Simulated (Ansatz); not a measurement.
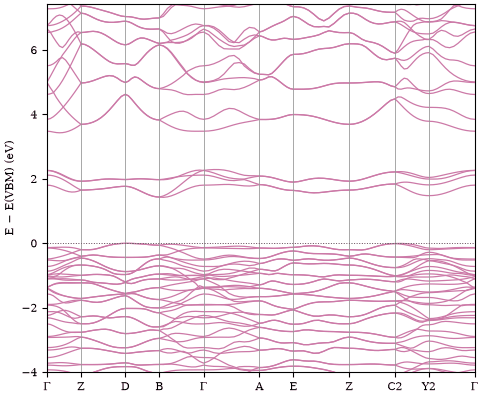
Band structure from r²SCAN in the plane-wave PAW code Ansatz

The gap is 1.42 eV; an edge lies off the plotted path or next to a special point (maximum off the standard path, minimum off the standard path).

The material is PtI2 in space group P2_1/c (No. 14; Pt on 4e, I on 4e, I on 4e).

The first step of the workflow began from a Materials Project structure, measured or hypothetical; the Crystallography Open Database copy checked does not list it. Whether it is the stable phase at ambient conditions was not checked. The cell was relaxed with r²SCAN under the symmetry of its start; whether a distortion lowers the energy is not shown. The run is not spin-polarised. A crystal of weakly bound layers computed without a dispersion correction: the cell and the soft elastic constants depend strongly on that. Scalar-relativistic: spin–orbit coupling is off unless named, which matters more the heavier the elements.

Potentials: the later of the program's two PAW sets.
